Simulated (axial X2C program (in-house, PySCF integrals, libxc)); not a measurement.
## Run report: MoN⁻, relativistic diatomic calculation

- system: MoN⁻, single determinant with M_S = 1 and |Λ| = 0.
- method: HF, spin-free X2C-1e, Mo dyall-acv3z, N dyall-av3z (cores contracted) (axial X2C program (in-house, PySCF integrals, libxc))

### Input
```
{"zs": [42, 7], "q": -1, "bas": ["dyall-acv3z", "dyall-av3z"], "levels": ["PBE0", "HF", "LDA"], "cc": true, "r0": 1.81, "thr": -1.0, "nmax": 90, "npts": 10, "nst": 2, "ntry": 6}
```

The line is the task of a batch: nuclear charges, charge, bases, the levels to run, a first guess of the distance and further settings. This report covers HF without spin-orbit coupling. The log is that of the reference distance 1.625 Å.

Hardware: 1 thread of Arm Neoverse V1, 24 GiB of memory available, shared host.

The run was one of a batch that the task file lists, launched with:
```bash
python <driver script> task.json out
```

### Log
```
spin-free X2C-1e  HF
basis functions 220  fitting functions 1022  grid points 5074
iter        total energy     max residual
   1      -4100.630736194     3.93e-01
   2      -4100.657985292     2.35e-02
   3      -4100.661544634     1.27e-01
   4      -4100.667084186     3.23e-02
   5      -4100.669851163     2.08e-02
   6      -4100.673890648     6.00e-02
   7      -4100.675888602     4.41e-02
   8      -4100.677445042     3.07e-03
   9      -4100.677837191     9.67e-03
  10      -4100.678027359     7.34e-03
  11      -4100.678131500     1.49e-03
  12      -4100.678159860     1.03e-03
  13      -4100.678170835     1.16e-03
  14      -4100.678175736     4.50e-04
  15      -4100.678178462     2.07e-04
  16      -4100.678179979     4.04e-04
  17      -4100.678180768     2.53e-04
  18      -4100.678181072     4.58e-05
  19      -4100.678181177     5.36e-05
  20      -4100.678181216     4.92e-05
  21      -4100.678181229     1.46e-05
  22      -4100.678181232     4.36e-06
  23      -4100.678181233     5.62e-06
  24      -4100.678181233     2.33e-06
converged
one-electron -5854.83489858  Coulomb 1787.71410857  exact exchange -129.29776046  xc functional 0.00000000  nuclear repulsion 95.74036924
correlated 12  virtual 310  natural virtual 89  E(MP2) -0.375741247  MP2 remainder -0.025611065
iter   CCSD correlation   residual
   1     -0.322490853   2.66e-01
   2     -0.345693872   1.54e-01
   3     -0.362961319   9.24e-02
   4     -0.368032252   4.19e-02
   5     -0.370375448   1.91e-02
   6     -0.370862800   5.70e-03
   7     -0.370935574   2.39e-03
   8     -0.370941288   9.41e-04
   9     -0.370920679   4.12e-04
  10     -0.370925051   1.76e-04
  11     -0.370921144   7.90e-05
  12     -0.370921115   4.16e-05
  13     -0.370919275   2.45e-05
  14     -0.370917776   1.35e-05
  15     -0.370916943   7.01e-06
  16     -0.370916404   3.87e-06
  17     -0.370916194   1.97e-06
  18     -0.370916140   9.53e-07
  19     -0.370916091   4.98e-07
  20     -0.370916092   2.41e-07
(T) -0.023946626385197428  T1 0.1404  D1 0.3391  max T2 0.145
```

### The points of the curve

```csv
R (Å),E (hartree),"dipole (D; origin at the first atom, positive when the second is positive)",highest filled (eV),lowest empty (eV)
1.528,−4100.662566,5.07,−0.21,1.97
1.576,−4100.671806,4.94,−0.23,1.97
1.625,−4100.678181,5.16,−0.22,1.96
1.682,−4100.683906,5.46,−0.21,1.95
1.739,−4100.688425,5.64,−0.21,1.95
1.812,−4100.692505,5.69,−0.21,1.95
```

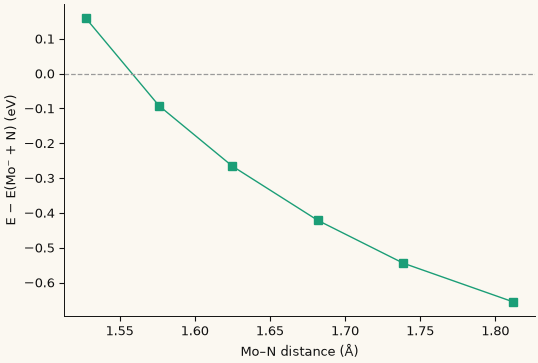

Energy at 6 bond lengths, for one set of occupations held fixed; the line joins the points. The lowest point is at 1.81 Å, the end of the range, so no minimum is bracketed. The lowest point lies 0.66 eV below Mo⁻ + N.

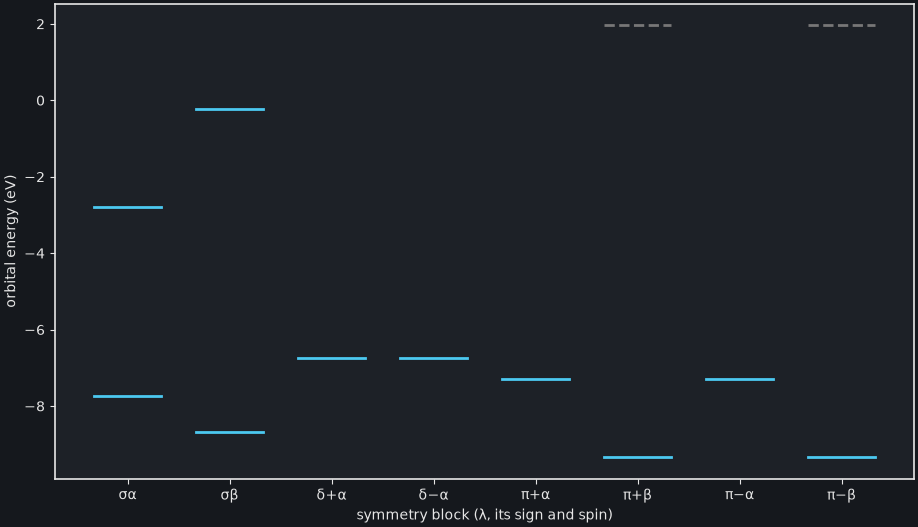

Orbital energies near the frontier at 1.62 Å, filled (solid) and empty (dashed); a label such as π−α means λ = −1 and α spin. The highest filled orbital (σβ; 69 % Mo s, 24 % Mo p) lies at −0.22 eV, the lowest empty one (π+β; 100 % Mo p) at 1.96 eV.

### Summary

- outcome: converged
- largest ⟨S²⟩ along the curve: 4.13
- wall time: 9.5 s
- peak memory: 0.82 GiB

### Remarks

Hartree–Fock lacks correlation, so it usually binds too weakly. ⟨S²⟩ reaches 4.13 where a pure state of this multiplicity has 2.00, so the determinant is spin-contaminated. To bear in mind: 6 of the 10 points asked for were kept.
